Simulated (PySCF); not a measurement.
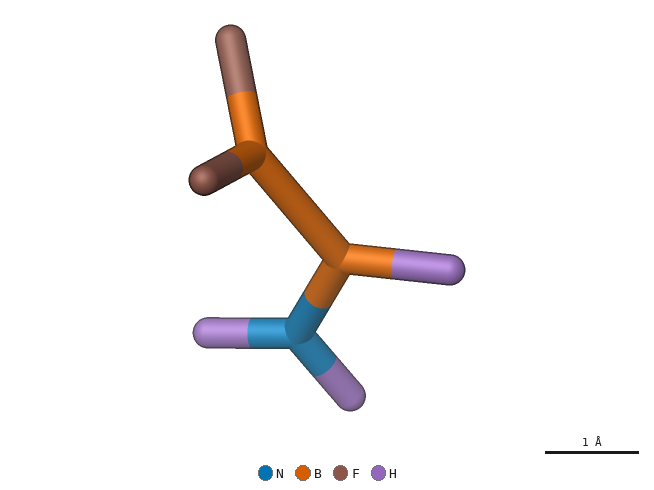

Rendered structure (stick style).

The geometry was computed by an optimisation with PBE0-D3(BJ)/def2-SVP. No frequency run is at hand to confirm it as a minimum.

What does the picture show?

The molecule is B2F2H3N. SMILES: `NBB(F)F`. It has no ring. Among its groups: B–H bond. Coordination: 1 N trigonal planar; 2 B trigonal planar.

More results for the same structure follow; atom numbers are the same in all pictures, views and colours differ.

Geometry

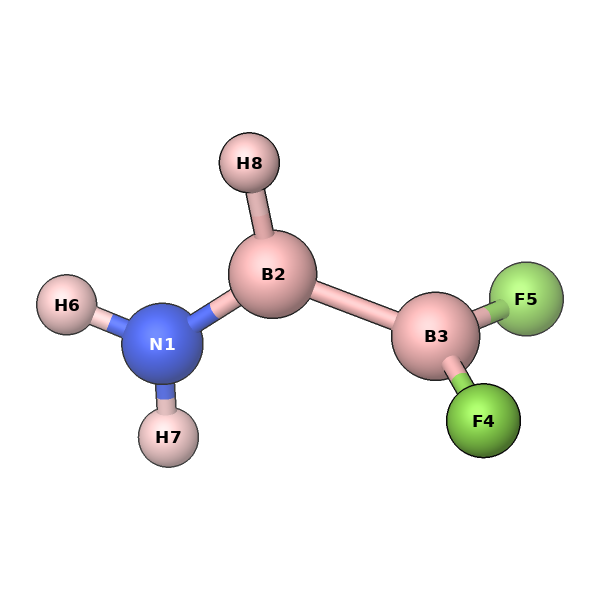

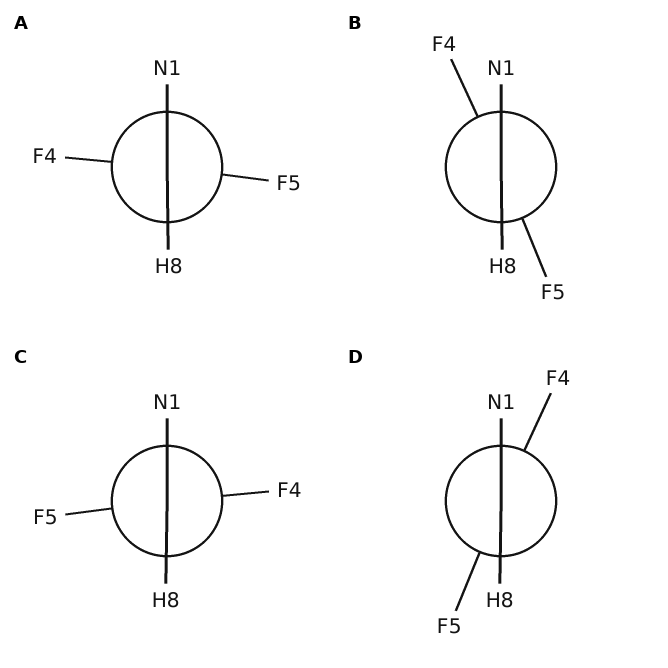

Depth is shown by fading: the farther an atom, the more it takes the colour of the background. Bonds that would overlap in a projection are set slightly apart. No frequency run is at hand to confirm it as a minimum.

Which Newman projection shows the view along B2–B3, with B2 in front?

A. The torsion angle N1–B2–B3–F4 is −85°, about perpendicular.

NMR shielding

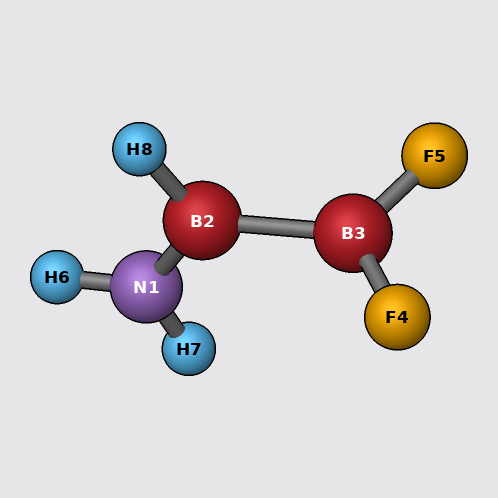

No frequency run is at hand to confirm it as a minimum. Properties computed with GIAO B97-2/pcSseg-2 NMR shielding, non-relativistic, gas phase (PySCF 2.14.0). Principal shieldings σ11 ≤ σ22 ≤ σ33, span Ω = σ33 − σ11, skew κ = 3(σiso − σ22)/Ω.

Give the shielding tensors of the N atoms.

```tsv
atom	σ11	σ22	σ33	σiso	Ω	κ
N1	27.8	168.9	226.5	141.1	198.7	−0.42
```

Shieldings and span in ppm.

Dipole moment

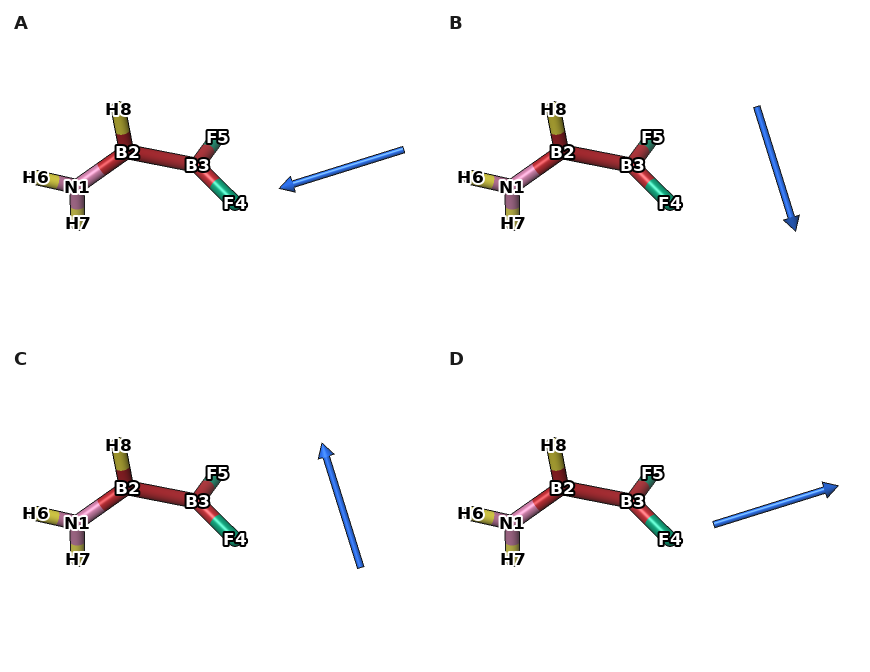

The same molecule four times, each with an arrow. No frequency run is at hand to confirm it as a minimum. Method: PBE0/pcSseg-2, gas phase (PySCF 2.14.0).

Which arrow points along the dipole moment, from the negative to the positive end?

A. The dipole moment is 3.05 D; it points from the side of F4, F5 to the side of H6 (the outermost atoms at the two ends).

Bond orders

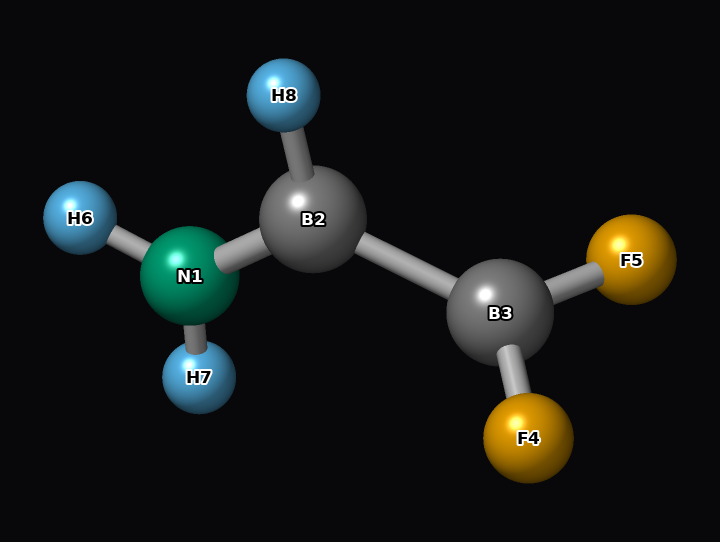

The thickness of each stick grows with its Mayer bond order. No frequency run is at hand to confirm it as a minimum. Method: PBE0/6-31G (PySCF 2.14.0).

List the Mayer bond orders of N1–B2, N1–H6, N1–H7, B2–B3, B2–H8, B3–F4, B3–F5.

```json
{"bond": "N1–B2", "Mayer order": "1.28", "length (Å)": "1.389"}
{"bond": "N1–H6", "Mayer order": "0.85", "length (Å)": "1.012"}
{"bond": "N1–H7", "Mayer order": "0.85", "length (Å)": "1.012"}
{"bond": "B2–B3", "Mayer order": "0.98", "length (Å)": "1.708"}
{"bond": "B2–H8", "Mayer order": "0.97", "length (Å)": "1.214"}
{"bond": "B3–F4", "Mayer order": "1.08", "length (Å)": "1.327"}
{"bond": "B3–F5", "Mayer order": "1.07", "length (Å)": "1.326"}
```
